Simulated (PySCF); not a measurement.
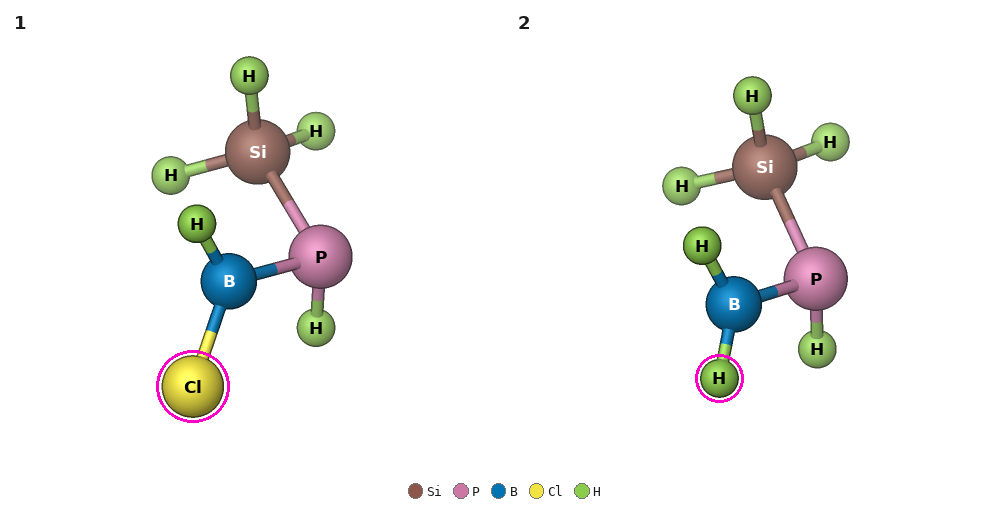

2 molecules with one skeleton, seen from the same side and at one scale; the atom that differs is circled. Each species is neutral and a spin singlet. Computed geometries: PBE0-D3(BJ)/def2-SVP optimisations, one conformation each. Properties computed with PySCF 2.14.0.

One atom differs, called X below: Cl in panel 1, H in panel 2. Their formulas are BClH5PSi (`[SiH3]PBCl`), BH6PSi (`BP[SiH3]`).

In which is the lowest vertical singlet excitation larger (PBE0/def2-TZVPD)?

In panel 2 (X = H).

In which is the mean static polarisability larger (PBE0/def2-TZVPD)?

In panel 1 (X = Cl).

Give the values. With PBE0-D3(BJ)/def2-SVP: length of X–B (Å), angle X–B–H (°). With PBE0/def2-TZVP: dipole moment (D), HOMO energy (Kohn–Sham orbital) (eV), HOMO–LUMO gap (eV). With PBE0/STO-3G: Hirshfeld charge of X (e), GIAO shielding of the B bonded to X (ppm). With PBE0/def2-TZVPD: mean static polarisability (bohr³), lowest vertical singlet excitation (eV).

```
                                 quantity  1 (Cl)  2 (H)   2 − 1
                        length of X–B (Å)   1.750  1.206  −0.544
                          angle X–B–H (°)   117.7  120.9    +3.2
                        dipole moment (D)    1.11   0.92   −0.19
     HOMO energy (Kohn–Sham orbital) (eV)   −7.55  −7.41   +0.14
                       HOMO–LUMO gap (eV)    5.71   5.59   −0.12
                Hirshfeld charge of X (e)   −0.18  −0.08   +0.10
GIAO shielding of the B bonded to X (ppm)    39.0   35.3    −3.7
       mean static polarisability (bohr³)    88.4   75.5   −12.9
  lowest vertical singlet excitation (eV)    4.51   4.68   +0.17
```
